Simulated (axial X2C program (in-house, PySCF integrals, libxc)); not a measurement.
# STeS: bond lengths and stretches, held linear

How do method and spin–orbit coupling move the bonds and stretches of STeS, held linear?

Program: an in-house X2C program for linear molecules on PySCF integrals. Level of theory: all-electron X2C, two-component (2c) or spin-free, S dyall-av3z, Te dyall-v3z. These are calculated values, not measurements.

All values are calculated.

2 further runs of the same task are left out: 2 set aside as unsound or not needed.

## (1) The job

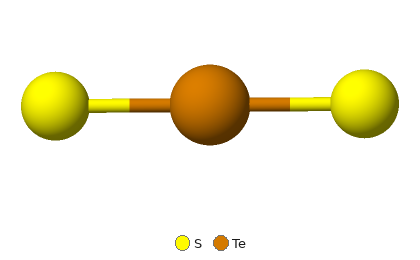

The atoms on one line, bonds 2.220 and 2.220 Å (sulfur yellow, tellurium orange).

Contents of task.json:

```json
{"zs": [16, 52, 16], "q": 0, "bas": ["dyall-av3z", "dyall-v3z", "dyall-av3z"], "r0": [2.22, 2.22], "symm": 1, "scan": ["PBE0", "HF", "r2SCAN"], "levels": ["PBE0", "HF", "r2SCAN"], "nst": 2}
```

Keys: zs atomic numbers; q charge; bas basis sets; r0 starting distance in Å; symm equal bonds; scan levels of the two-bond scan; levels methods; nst determinants followed.

Command:

```console
$ python solin.py task.json out
```

Masses S 31.972, Te 129.906, S 31.972 u.

## (2) Scan at PBE0, 2c

State: Ω = 1 (beyond evenly filled blocks: 2 × ω = 1/2). Energies above the lowest point, from the job's result record:

```
r(S–Te) (Å)  r(Te–S) (Å)  E (meV)
     2.2610       2.2610    55.19
     2.2610       2.3190    20.63
     2.2610       2.3770    27.13
     2.3190       2.2610    20.63
     2.3190       2.3190     0.00
     2.3190       2.3770    20.40
     2.3190       2.4350    67.13
     2.3770       2.2610    27.13
     2.3770       2.3190    20.40
     2.3770       2.3770    55.21
     2.4350       2.3190    67.13
     2.4350       2.4350   195.19
```

A quadratic surface with cubic terms in each bond gives the minimum at 2.316 and 2.316 Å, force constants 2.01, 2.01 and coupling 0.70 mdyn/Å.

## (3) Scan at r2SCAN, 2c

State: Ω = 1 (beyond evenly filled blocks: 2 × ω = 1/2). Energies above the lowest point, from the job's result record:

| r(S–Te) (Å) | r(Te–S) (Å) | E (meV) |
| --- | --- | --- |
| 2.2610 | 2.2610 | 94.55 |
| 2.2610 | 2.3190 | 41.10 |
| 2.2610 | 2.3770 | 31.07 |
| 2.3190 | 2.2610 | 41.10 |
| 2.3190 | 2.3190 | 0.00 |
| 2.3190 | 2.3770 | 2.18 |
| 2.3190 | 2.4350 | 35.24 |
| 2.3770 | 2.2610 | 31.07 |
| 2.3770 | 2.3190 | 2.18 |
| 2.3770 | 2.3770 | 16.66 |
| 2.4350 | 2.3190 | 35.24 |
| 2.4350 | 2.4350 | 119.49 |

A quadratic surface with cubic terms in each bond gives the minimum at 2.338 and 2.338 Å, force constants 1.87, 1.87 and coupling 0.58 mdyn/Å.

## (4) Scan at PBE0, spin-free

State: M_S = 1, Λ = 1 (beyond evenly filled blocks: σα, π+α). Energies above the lowest point, from the job's result record:

```csv
r(S–Te) (Å),r(Te–S) (Å),E (meV)
2.2610,2.2610,34.27
2.2610,2.3190,10.83
2.2610,2.3770,29.77
2.3190,2.2610,10.83
2.3190,2.3190,0.00
2.3190,2.3770,31.44
2.3190,2.4350,92.12
2.3770,2.2610,29.77
2.3770,2.3190,31.44
2.3770,2.3770,75.54
2.4350,2.3190,92.12
2.4350,2.4350,235.51
```

A quadratic surface with cubic terms in each bond gives the minimum at 2.306 and 2.306 Å, force constants 2.16, 2.16 and coupling 0.60 mdyn/Å.

## (5) Comparison

| level | r(S–Te) (Å) | r(Te–S) (Å) | lower stretch (cm⁻¹) | upper stretch (cm⁻¹) |
| --- | --- | --- | --- | --- |
| PBE0, 2c | 2.316 | 2.316 | 322.8 | 379.5 |
| r2SCAN, 2c | 2.338 | 2.338 | 319.4 | 361.0 |
| PBE0, spin-free | 2.306 | 2.306 | 351.0 | 383.1 |
| r2SCAN, spin-free | 2.325 | 2.325 | 349.6 | 367.2 |

Scans not shown above were run alike.

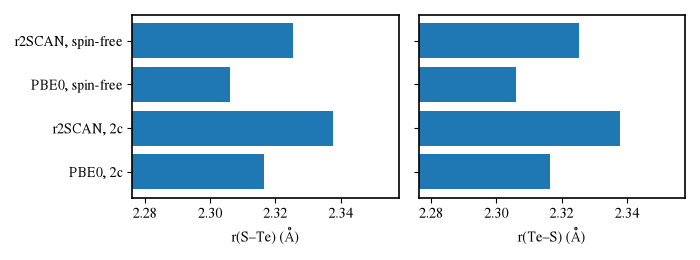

The two bond lengths by level.

**Reading.** Over the levels the S–Te bond spans 2.306 to 2.338 Å and the Te–S bond 2.306 to 2.338 Å. At PBE0 going from spin-free to two-component moves the bonds by +0.010 and +0.010 Å. Each state is one determinant, the lowest of a limited PBE0 search; the stretches come from a fit to few points and are good to some per cent at best. The stretches are sorted by size, and where the two bonds are alike the symmetric and antisymmetric modes can swap order between levels. The molecule was held linear; bending was not examined, so a bent shape may lie lower. Open-shell Ω = 0 determinants with evenly filled partner blocks cannot be reached by this program, so the Ω shown need not be the lowest component. Note: functional without a current term on a determinant with orbital currents, of the molecule or an atom. Note: several unpaired electrons, one determinant need not be a pure state.
